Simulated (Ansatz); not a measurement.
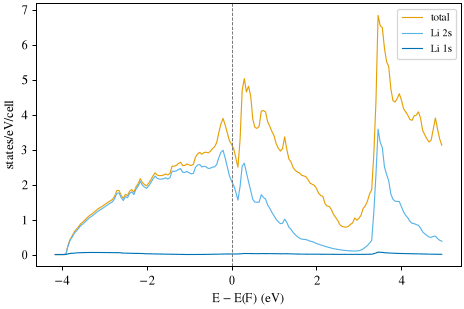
Figure: Total and projected density of states of Li (bcc (W type), Im-3m), DFT-r²SCAN in the program Ansatz with PAW potentials

### Question
Which orbitals carry the states next to the Fermi level?

### Answer
Within 0.5 eV of the Fermi level: Li 2s 64 %, outside the projected shells 36 %. Projections are on Löwdin-orthogonalised atomic valence shells; empty p or d shells of many metals are not among them.

The cell was relaxed with r²SCAN under the symmetry of its start; of distortions, only those at the zone centre were tested.

Potentials: the later of the program's two PAW sets.
